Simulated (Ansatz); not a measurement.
TiB2 (AlB2 type, space group P6/mmm)

```
TiB2
1.0
    6.04939     0.00000     0.00000
   -1.51235     2.61946     0.00000
    3.02469     0.00000     3.22263
Ti B
2 4
Direct
  0.00000   0.00000   0.00000
  0.50000   0.00000   0.00000
  0.91667   0.66667   0.50000
  0.41667   0.66667   0.50000
  0.08333   0.33333   0.50000
  0.58333   0.33333   0.50000
```

A phonon eigenvector at L = (0.5, 0.0, 0.5) is frozen into this cell: atom i moves by Q times the vector below, so Q is the largest atomic displacement, in Å. The cell is held. (q is in reciprocal vectors of the primitive cell; the cell shown is doubled to hold the pattern.)

```csv
atom,x,y,z
B3,0.500,-0.866,0.000
B4,-0.500,0.866,0.000
B5,0.500,-0.866,0.000
B6,-0.500,0.866,0.000
```

Atoms not listed stay in place.

These are r2SCAN (plane waves to 500 eV, PAW, scalar-relativistic; Ansatz, a program for electronic structure) values and carry that method's errors. k mesh 18×18×18 (Γ-centred), Fermi-Dirac smearing 0.05 eV. E stands for the smeared free energy. With partly filled bands, energies and forces of such displacements shift with the k mesh and the smearing. TiB2 is run without spin polarisation. TiB2 was relaxed with its symmetry unable to fall. The zero of ΔE is the undisplaced structure.

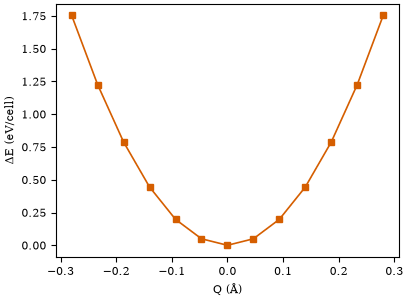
ΔE (eV/cell) against Q (Å); markers are the computed points, lines only join them.

Harmonic wavenumber from the curvature (finite differences): 535 cm⁻¹. Wavenumber by perturbation theory (DFPT, on another k mesh): 535 cm⁻¹. Symmetry of the curve: even: the same for both signs. Shape of the curve: a single well with its minimum at or next to zero displacement. Space group of the distorted cell: Ibam (No. 72), lowered from P6/mmm.

E″ = 45.52 eV/Å², M = Σ mᵢ|uᵢ|² = 43.2 u, ν̃ = 521.5·√(|E″|/M).

(For displaced atoms, the force is minus the slope of the energy, and its curvature is a force constant, which sets phonon frequencies.)
